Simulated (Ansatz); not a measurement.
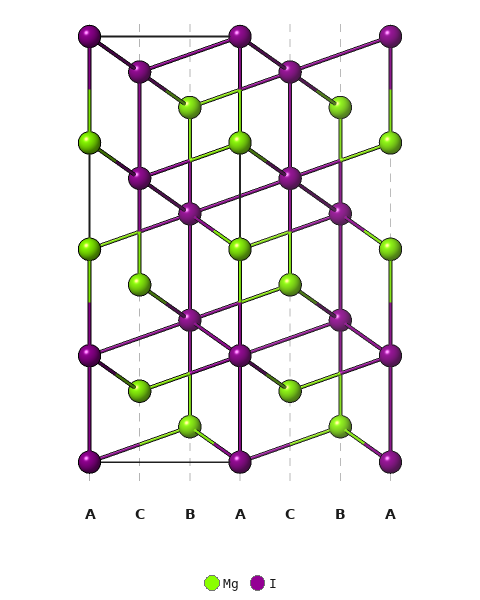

Projection along an edge of the hexagonal mesh, stacking direction [111] upwards. The dashed lines mark the three columns A (0, 0), B (1/3, 2/3) and C (2/3, 1/3). The box is the hexagonal cell of the face-centred cubic lattice. The sequence starts with the first layer at or above the cell's origin.

System MgI; source of the atomic positions: coordinates from a relaxation with DFT PBE, scalar-relativistic, plane waves, PAW in Ansatz 0.2.0; the starting structure was generated, so it need not be a known form of this composition.

**Read off the stacking sequence over one period.**

I(A) – Mg(B) – Mg(C) – I(A) – I(B) – Mg(C) – Mg(A) – I(B) – I(C) – Mg(A) – Mg(B) – I(C) (twelve layers in 13.99 Å).
